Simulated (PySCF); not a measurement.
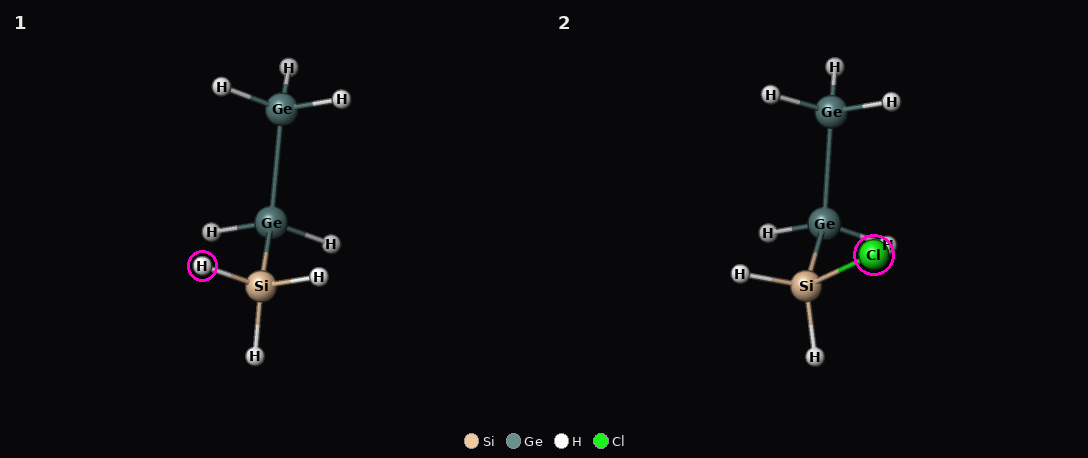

2 molecules with one skeleton, seen from the same side and at one scale; the atom that differs is circled. Charge 0, singlet. Computed geometries: PBE0-D3(BJ)/def2-SVP optimisations, one conformation each. Properties computed with PySCF 2.14.0.

One atom differs, called X below: H in panel 1, Cl in panel 2. Their formulas are Ge2H8Si (`[SiH3][GeH2][GeH3]`), ClGe2H7Si (`Cl[SiH2][GeH2][GeH3]`).

Question: In which is the dipole moment larger (CAM-B3LYP/def2-SVPD)?

Answer: In panel 2 (X = Cl).

Question: In which is the HOMO–LUMO gap larger (CAM-B3LYP/def2-SVPD)?

Answer: In panel 1 (X = H).

Give the values. With PBE0-D3(BJ)/def2-SVP: length of X–Si (Å), angle Ge–Si–X (°). With CAM-B3LYP/def2-SVPD: dipole moment (D), HOMO energy (Kohn–Sham orbital) (eV), HOMO–LUMO gap (eV), mean static polarisability (bohr³), lowest vertical singlet excitation (eV).

```json
{"quantity": "length of X–Si (Å)", "1 (H)": "1.495", "2 (Cl)": "2.082", "2 − 1": "+0.587"}
{"quantity": "angle Ge–Si–X (°)", "1 (H)": "109.6", "2 (Cl)": "106.0", "2 − 1": "−3.6"}
{"quantity": "dipole moment (D)", "1 (H)": "0.10", "2 (Cl)": "1.50", "2 − 1": "+1.40"}
{"quantity": "HOMO energy (Kohn–Sham orbital) (eV)", "1 (H)": "−9.06", "2 (Cl)": "−9.11", "2 − 1": "−0.05"}
{"quantity": "HOMO–LUMO gap (eV)", "1 (H)": "9.65", "2 (Cl)": "9.33", "2 − 1": "−0.32"}
{"quantity": "mean static polarisability (bohr³)", "1 (H)": "100.4", "2 (Cl)": "109.9", "2 − 1": "+9.5"}
{"quantity": "lowest vertical singlet excitation (eV)", "1 (H)": "6.90", "2 (Cl)": "6.22", "2 − 1": "−0.68"}
```
